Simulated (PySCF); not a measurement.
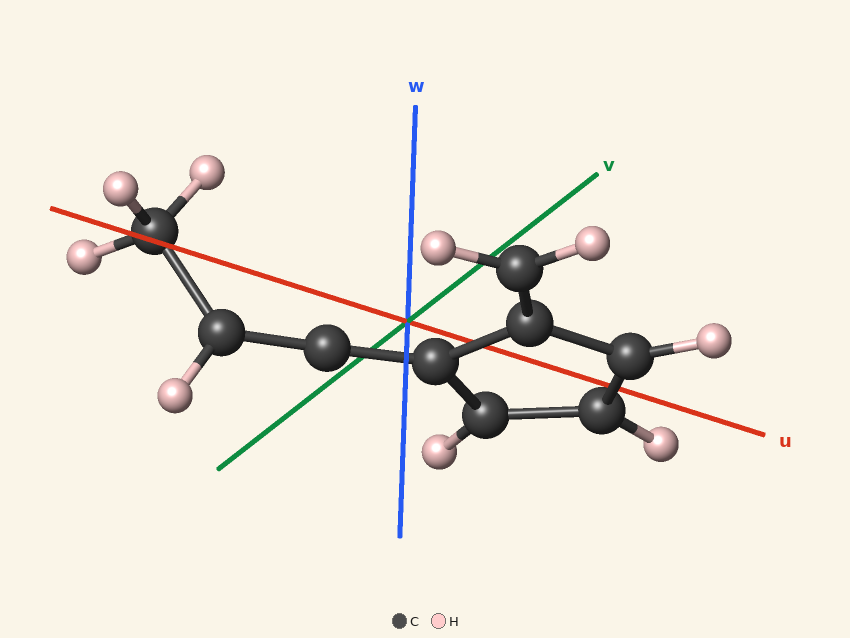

The lines u, v and w are the principal axes of the g tensor. Charge 0, doublet. The computed structure is the end point of a GFN2-xTB optimisation. No frequency run is at hand to confirm it as a minimum. Method: UKS B3LYP, pcH-1 on C H, non-relativistic, mean-field spin-orbit, GIAO (PySCF 2.14.0).

### Along which axis does g lie farthest from the free-electron value?

Along v: the shift is 437 ppm.

Give the principal values and shifts.

```json
{"axis": "u", "g": "2.00258", "shift (ppm)": "261"}
{"axis": "v", "g": "2.00276", "shift (ppm)": "437"}
{"axis": "w", "g": "2.00218", "shift (ppm)": "−142"}
```
